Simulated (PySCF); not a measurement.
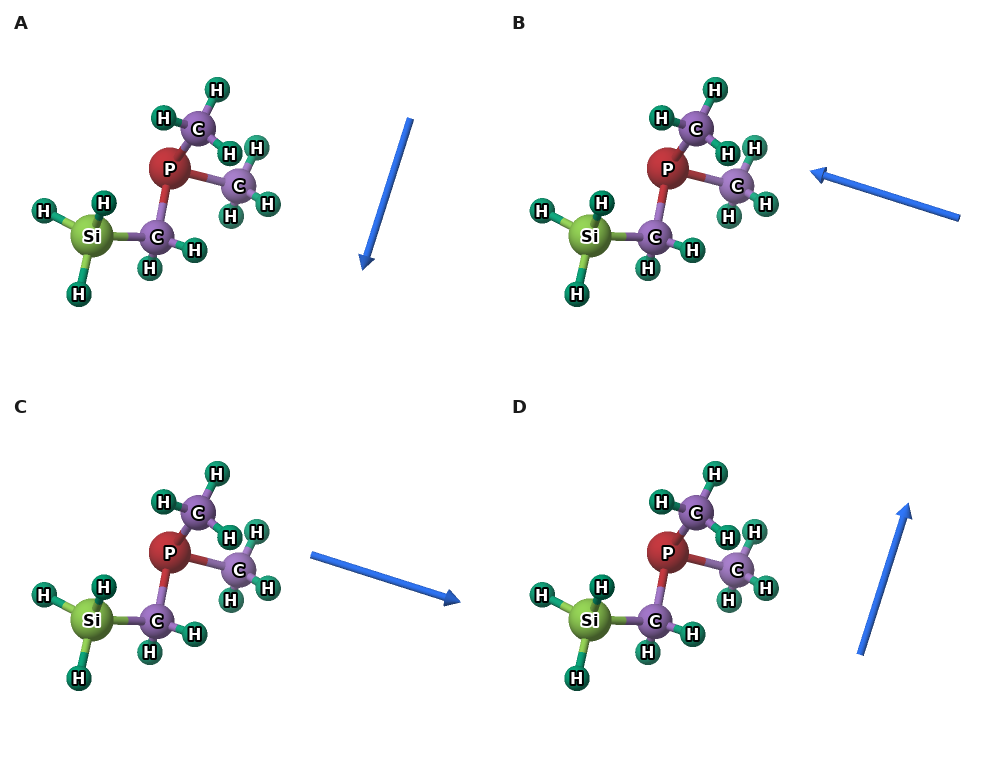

The same molecule four times, each with an arrow. Computed geometry: GFN2-xTB optimisation. No frequency run is at hand to confirm it as a minimum. Method: B3LYP/def2-SVPD, gas phase (PySCF 2.14.0).

**Which arrow points along the dipole moment, from the negative to the positive end?**

C. The dipole moment is 1.37 D.

The geometry is semi-empirical. Around P, Si such bond lengths and angles can be off by a tenth of an ångström or more and by several degrees, and values that hang on the shape move with them.
